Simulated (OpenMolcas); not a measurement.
**SiH2O2F (SMILES O[Si](O)F): the dipole moment, rung by rung**

The species is SiH2O2F (6 atoms), meant as a doublet with charge 0. As SMILES, `O[Si](O)F`. The coordinates come from a PBE0-D4/def2-TZVP relaxation. This is one conformer, not always the lowest.

```xyz
6

O    -0.8873    1.0320   -0.6263
Si    0.3829    0.0262   -0.4465
O     0.3463   -0.5607    1.0834
F     0.1594   -1.1339   -1.5163
H    -1.0516    1.6588    0.0811
H     1.0923   -1.0866    1.3785
```

Quantity: the dipole moment, in D. The values are calculated.

```
               level           kind     program  value (D)
     UHF/aug-cc-pVDZ   Hartree–Fock  OpenMolcas       2.83
  USVWN5/aug-cc-pVDZ            LDA  OpenMolcas       2.46
U-revPBE/aug-cc-pVDZ            GGA  OpenMolcas       2.39
   UBLYP/aug-cc-pVDZ            GGA  OpenMolcas       2.42
  UM06-L/aug-cc-pVDZ       meta-GGA  OpenMolcas       2.51
   UTPSS/aug-cc-pVDZ       meta-GGA  OpenMolcas       2.41
  UB3LYP/aug-cc-pVDZ  global hybrid  OpenMolcas       2.54
   UPBE0/aug-cc-pVDZ  global hybrid  OpenMolcas       2.54
```

The values span 2.39 to 2.83 D. Magnitudes only.

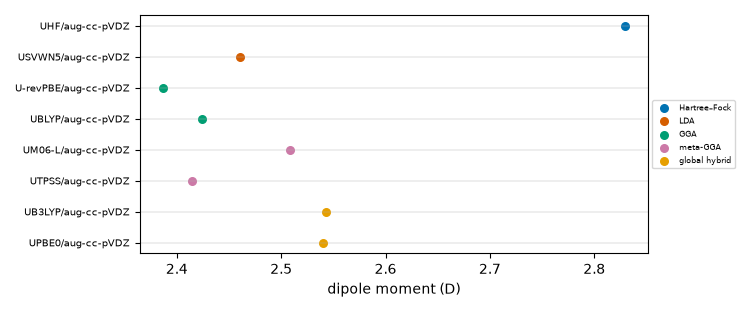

The values of the table, level by level.
